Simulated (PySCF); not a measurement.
## Electronic structure of C3H9B in real space

```xyz
13

B     1.1760    1.1312   -0.0635
H     1.7659    1.4678    0.9406
H     1.4259    1.7015   -1.1037
C     0.2426   -0.1075   -0.0493
C    -0.7521   -0.2428   -1.1983
C    -0.3454   -0.5196    1.2971
H     1.1039   -0.8029   -0.2664
H    -0.2870   -0.0206   -2.1701
H    -1.5909    0.4601   -1.0669
H    -1.1840   -1.2556   -1.2486
H    -0.7745   -1.5344    1.2639
H     0.4085   -0.4943    2.0980
H    -1.1582    0.1651    1.5892
```

Geometry: PBE0-D3(BJ)/def2-SVP.

Theory: PBE0/pcSseg-1, SCF density, gas phase, non-relativistic in PySCF.

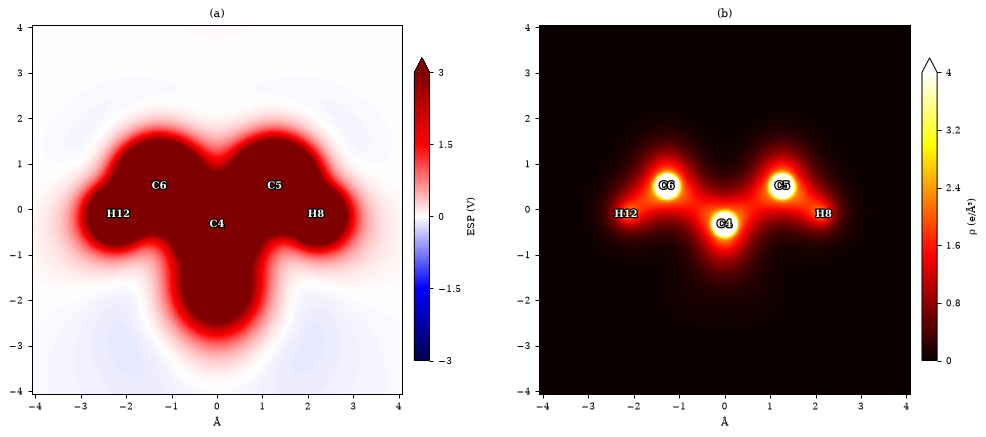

Figure 1. (a) molecular electrostatic potential; (b) electron density on the plane of atoms C5, C4 and C6.

Read the bonding off the picture.

- The section cuts through C and H sites.
- C–C (1.53 Å): ρ is about 1.6 e/Å³ halfway.
- C–H (1.10 Å): ρ at the midpoint is about 1.9 e/Å³.
- The potential has no marked negative region in this plane.

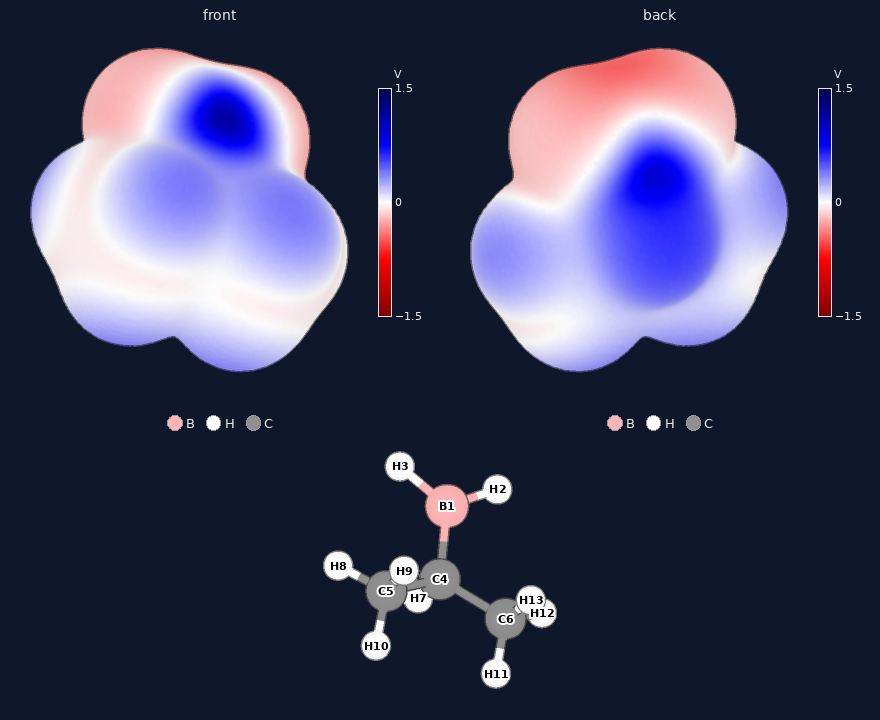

Figure 2. The electrostatic potential painted on the density surface at 0.001 e/bohr³, seen from the front and from behind; the colour scale runs from red (negative) to blue (positive). The bare structure is drawn below in the same view.

Which sites attract a positive test charge, and which a negative one?

A positive charge is drawn to the negative regions and a negative charge to the positive ones. The most negative region (about −0.4 V) lies over H2, the most positive (about +1.0 V) over B1.

How polar is the molecule by this calculation?

Its dipole moment is 0.67 D.
